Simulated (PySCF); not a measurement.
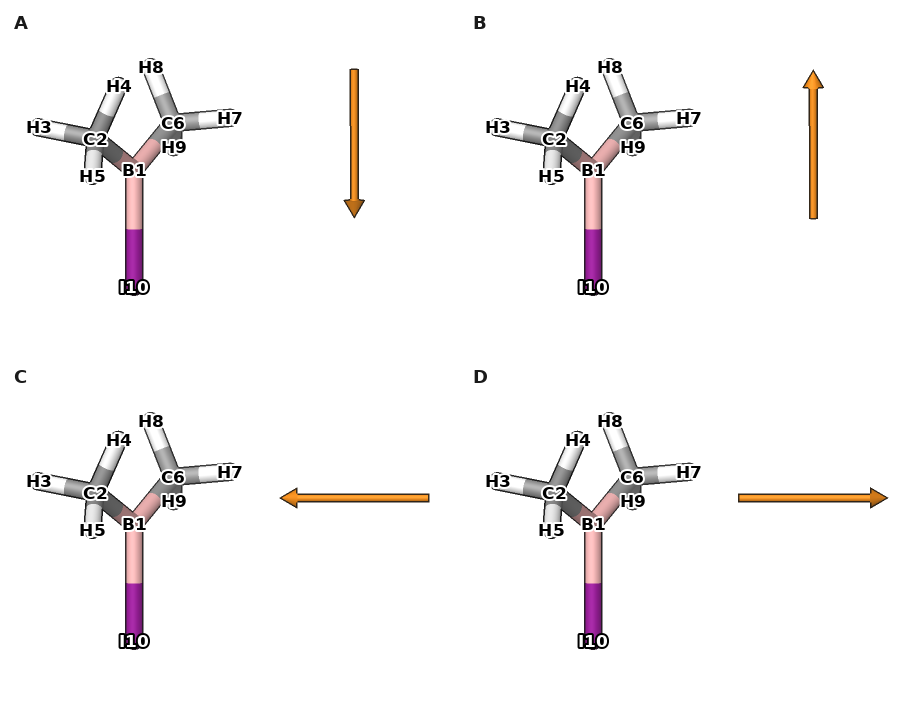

The same molecule four times, each with an arrow. Computed geometry: PBE0-D3(BJ)/def2-SVP optimisation. No frequency run is at hand to confirm it as a minimum. Level of theory: B3LYP/def2-SVPD, gas phase, core potentials on I (PySCF 2.14.0).

Which arrow points along the dipole moment, from the negative to the positive end?

Answer. B. The dipole moment is 1.87 D; it points from the side of I10 to the side of H4, H8 (the outermost atoms at the two ends).
